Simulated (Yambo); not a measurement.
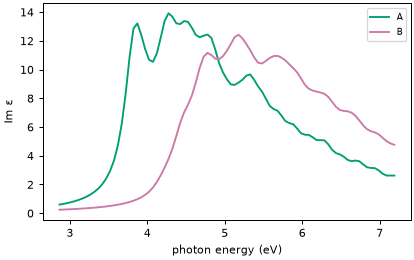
Figure: Two computed absorption spectra of TiO$_{2}$ (space group Pbcn, No. 60) (Yambo, PBEsol bands with the same scissor, field along x)

Axes are Cartesian, with cell vectors (Å) (4.55, 0.00, 0.00), (0.00, 5.52, 0.00), (0.00, 0.00, 4.91).

**Question.** Which curve includes the electron-hole attraction (BSE)?

**Answer.** Curve A: the attraction moves weight to lower energy (centre of the plotted range 4.9 eV against 5.5 eV). Settings: 4×4×4 mesh, 16 valence and 14 conduction bands, static screening with 93 bands and a 3 Ry block, scissor 1.51 eV, Tamm-Dancoff. The scissor comes from a G0W0 run whose convergence isn't established. Broadening 0.15 eV. The band window holds all transitions up to 7.2 eV. On this mesh the peak heights and the fine structure are mesh artefacts; only the shift of weight is robust.

Geometry of the Materials Project entry, not relaxed at this level; primitive cell a = 4.5454 Å, b = 5.5196 Å, c = 4.9092 Å, α = β = γ = 90.00°.

This is not the ordinary phase of the substance; no match was found in the copy of COD used, and its stability was not checked.
